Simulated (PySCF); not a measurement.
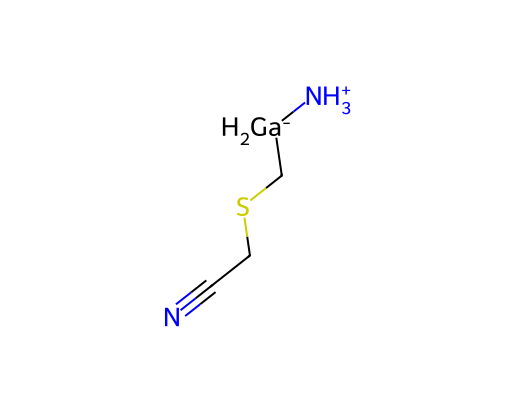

Give its SMILES.

Answer. N#CCS[CH2][GaH2-][NH3+]

What is the molecular formula?

Answer. C3H9GaN2S.

An optimisation with GFN2-xTB gave a structure of which point group?

Answer. C1. Other conformers may differ.

The parts below concern this one geometry. Atoms keep their numbers from picture to picture. The geometry was computed by an optimisation with GFN2-xTB. No frequency run is at hand to confirm it as a minimum.

## Dipole moment

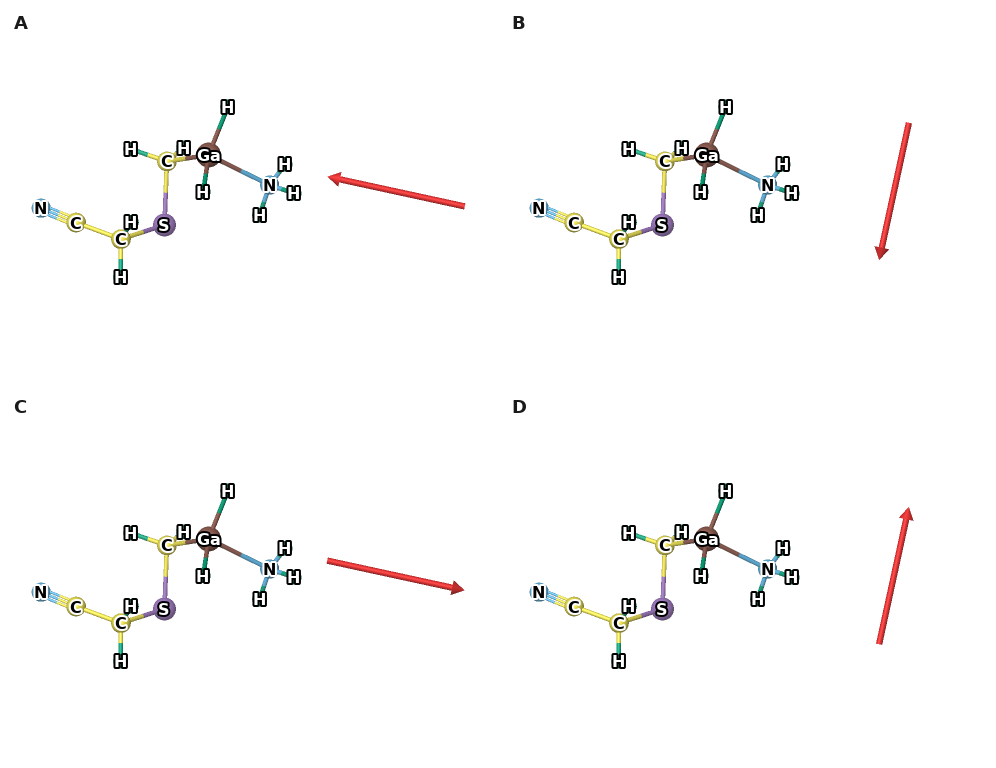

The same molecule four times, each with an arrow. No frequency run is at hand to confirm it as a minimum. Method: ωB97X-D/def2-SVPD, gas phase (PySCF 2.14.0).

Which arrow points along the dipole moment, from the negative to the positive end?

Answer. C. The dipole moment is 7.09 D.

## Excitation

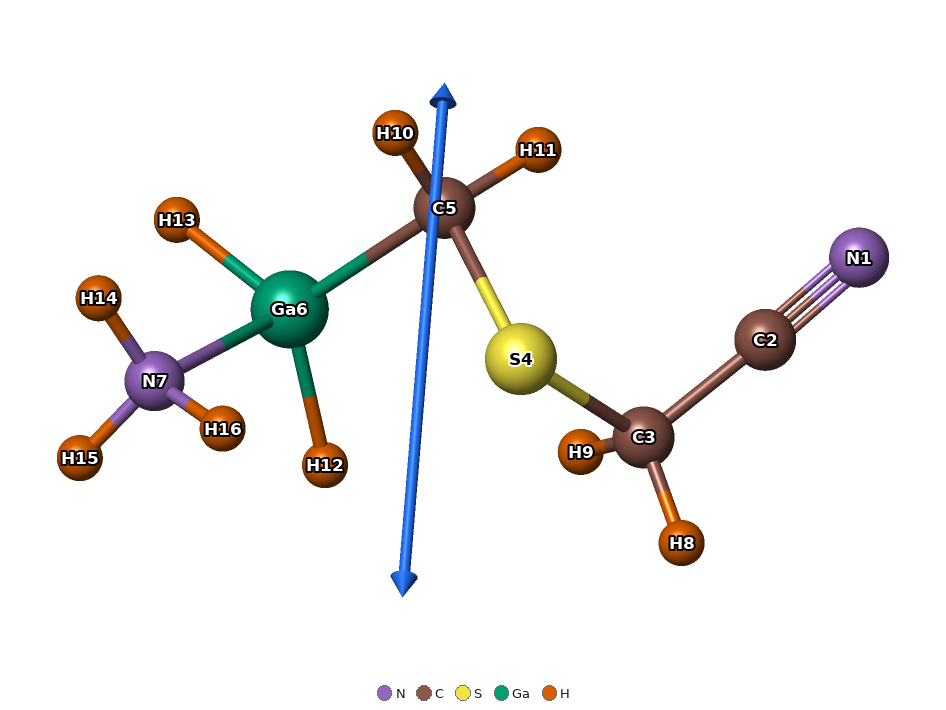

The double arrow shows the direction of the transition dipole to excited singlet state 6 (its length means nothing). No frequency run is at hand to confirm it as a minimum. Properties computed with TDDFT ωB97X-D/def2-SVPD, vertical, gas phase, core orbitals frozen in the response (PySCF 2.14.0).

Give its energy, strength and character.

Answer. 6.80 eV (182 nm), oscillator strength 0.027, of mixed character, with the largest part HOMO → LUMO+5 (weight 0.43); transition dipole 1.02 D.

## Polarisability

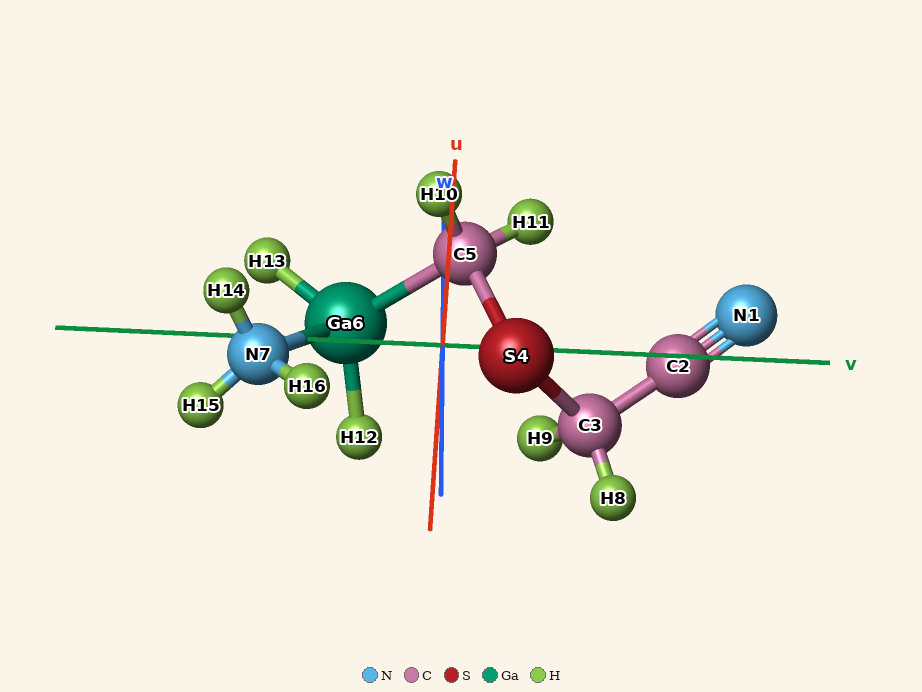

The lines u, v and w are the principal axes of the static dipole polarisability. No frequency run is at hand to confirm it as a minimum. Computed with ωB97X-D/def2-SVPD (PySCF 2.14.0).

Along which axis is the molecule most polarisable, and along which least?

Answer. Most along v (close to the long direction N1···N7), least along u.

Give the three principal values.

Answer. u 89.1, v 122.4, w 95.4 bohr³; mean 102.3, anisotropy 30.6 bohr³.

The geometry is semi-empirical. Around Ga such bond lengths and angles can be off by a tenth of an ångström or more and by several degrees, and values that hang on the shape move with them.
